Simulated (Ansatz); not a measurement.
## Electronic structure of H₄InNOSi in real space

```xyz
8

In   -0.8931   -2.5317    0.0564
N     0.0050   -1.0164   -1.2120
O    -1.5442   -0.0040    0.5553
Si   -0.4865    0.5134   -0.6830
H    -1.2254    1.3687   -1.6699
H    -1.6283    0.5459    1.3395
H     0.5183    1.4124   -0.0163
H     0.4918   -1.1682   -2.0897
```

Geometry: PBE0-D3(BJ)/def2-SVP; core potentials replace the inner electrons of In.

All numbers below come from isolated molecule in a Gaussian basis; Kohn-Sham density functional theory, functional PBE0 in Ansatz 0.2.0.

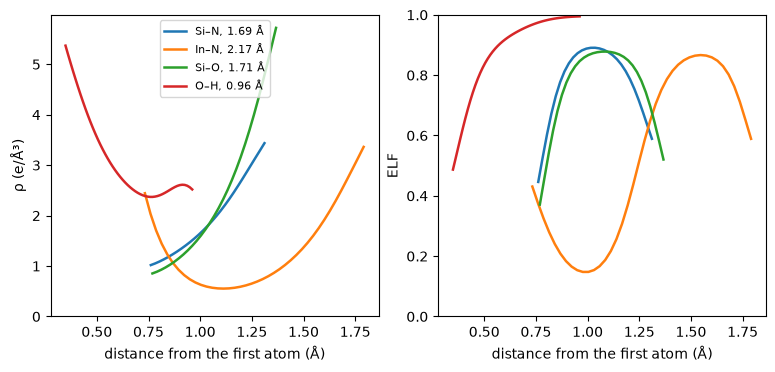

Figure 1. Electron density and ELF along straight lines between neighbouring atoms. The curves leave out the atomic cores.

**Compare the contacts.**

Si–N (1.69 Å): ρ is about 1.2 e/Å³ halfway; the ELF peaks at about 0.90 between the atoms (a polar covalent bond).
In–N (2.17 Å): ρ at the midpoint is about 0.56 e/Å³; the ELF peaks at about 0.85 in the valence shell of N, 0.6 Å from its nucleus, and drops to about 0.15 between the two atoms.
Si–O (1.71 Å): the density is about 1 e/Å³ at the midpoint; the ELF peaks at about 0.90 between the atoms; a shared but strongly polarised pair.
O–H (0.96 Å): ρ at the midpoint is about 3.7 e/Å³; the ELF climbs to about 1 towards the hydrogen, as it does in any bond to H (a covalent bond by its length).

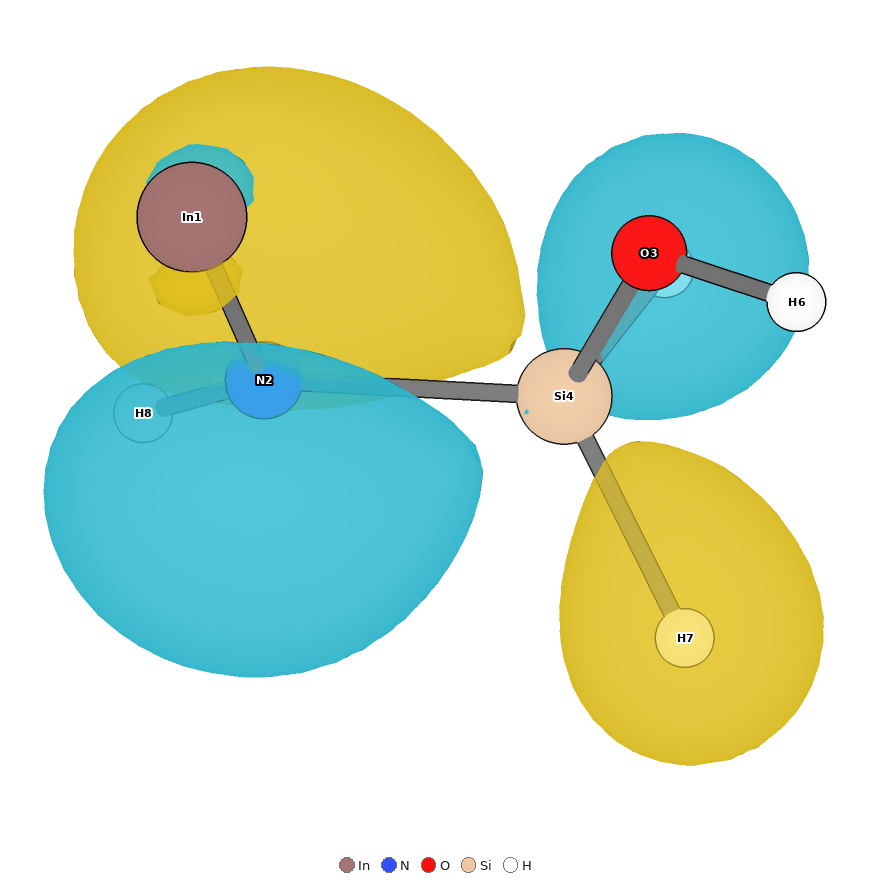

Figure 2. The HOMO−1 at ±0.1 Å⁻³ᐟ² (yellow and cyan are the two phases), seen at an oblique angle.

**Where does this orbital lie, and at what energy?**

By Hirshfeld shares it lies mainly on N2 (about 60 %), Si4 (about 15 %), In1 (about 10 %) and H5 (about 5 %). Its energy is −6.76 eV.
